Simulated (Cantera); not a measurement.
Charge: 1 mol N2O, 2.2 mol H2O, 0.14 mol H2, at 0.750 bar.

Equilibrium computed with Cantera from the NASA thermochemical tables; the gas is ideal and each condensed phase is pure. Candidate condensed phases: H2O; 24 gas species. Rates play no part.

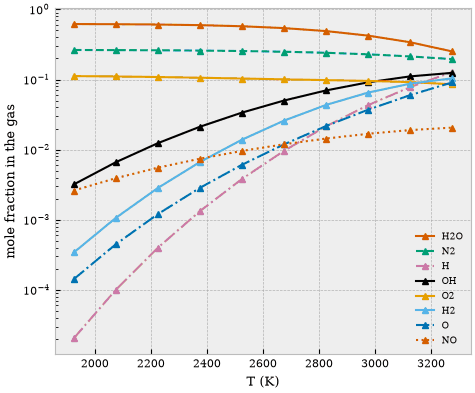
Fig. 1. Equilibrium gas composition (values under 1e-9 drawn at 1e-9)

Task: Read off the mole fractions at 2375 K.

Result: H2O about 0.60, N2 about 0.26, O2 about 0.11, OH about 0.021, NO about 0.0074, H2 about 0.0066, O about 0.0028, H about 0.0013.
